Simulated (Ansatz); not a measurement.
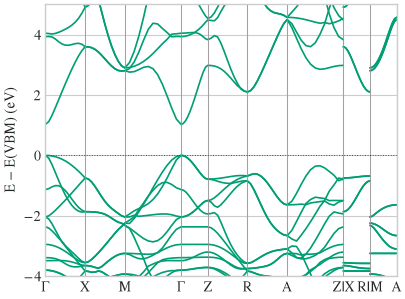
Figure: Band structure from LDA (plane waves, PAW; program Ansatz)

Question: Read off the gap and where the band edges lie.

Answer: About 1.0 eV (1.03 eV by a search for the band edges); maximum at Γ, minimum at Γ.

Question: Which of these materials gives this?
A. SiGeO3, P4mm (Si on 1b, Ge on 1a, O on 2c, O on 1b)
B. AgI, P4/nmm (Ag on 2a, I on 2c)
C. CsSnI3, P4/mbm (Cs on 2d, Sn on 2b, I on 4h, I on 2a)
D. LiTaO3, P4/mbm (Li on 2c, Ta on 2a, O on 2b, O on 4g)

Answer: B, AgI, P4/nmm (Ag on 2a, I on 2c)

The workflow started from a Materials Project entry (that database holds measured and hypothetical structures alike); the Crystallography Open Database copy checked does not list it. It is not the phase usual at ambient conditions (space group No. 186, 216). The cell was relaxed with LDA under the symmetry of its start; its stability against distortions is not shown here. No spin polarisation was allowed. A crystal of weakly bound layers computed without a dispersion correction: the cell and the soft elastic constants depend strongly on that. Spin–orbit coupling is left out wherever it is not named.

Potentials: the later of the program's two PAW sets.
